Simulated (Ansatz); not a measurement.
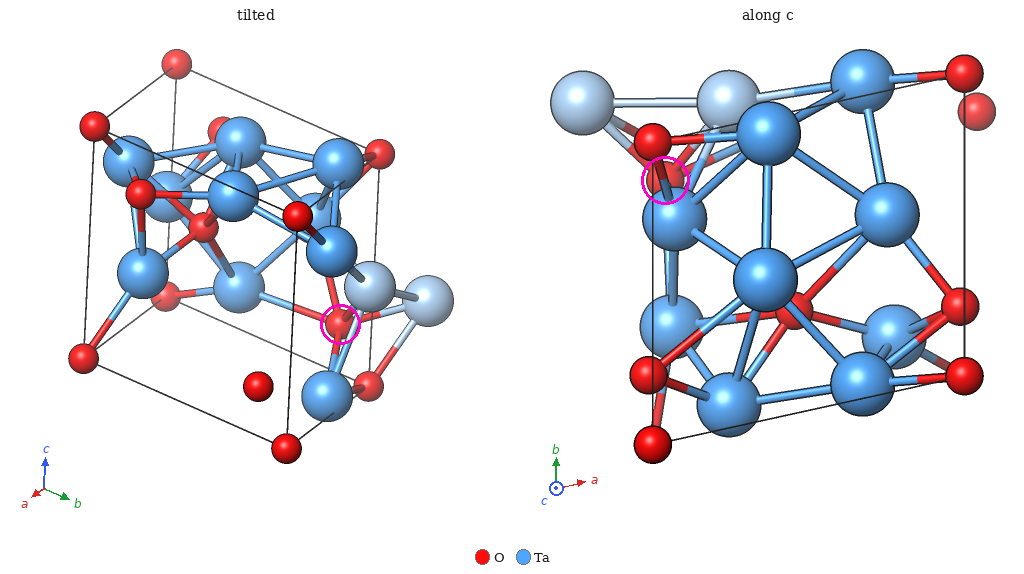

This ball-and-stick model is shown slightly off an axis and along the c axis. The simulation cell is drawn as a box. The neighbours of the ringed atom that lie outside the box are added in fainter colours.

The box has a = 6.55 Å, b = 6.37 Å, c = 5.98 Å, α = 105.42°, β = 98.58°, γ = 75.84°.

What is the formula unit?

Ta₂O. The cell holds 8 Ta, 4 O, counting shared atoms by their share.

What sits at the ringed site, and what is around it?

It is an oxygen atom, bonded to five Ta at about 2.4 to 3.1 Å.

Is there crystalline order inside this cell?

No. The atoms show no order inside the cell (space group P1); it is a periodic model of a disordered solid.

The structure is a made-up disordered cell; no relaxation was done. It was run through Ansatz as a DFT input.

At this level of theory the cell isn't at rest (forces up to 4.4 eV/Å), so its distances can differ from those at equilibrium, the more so the softer the solid.
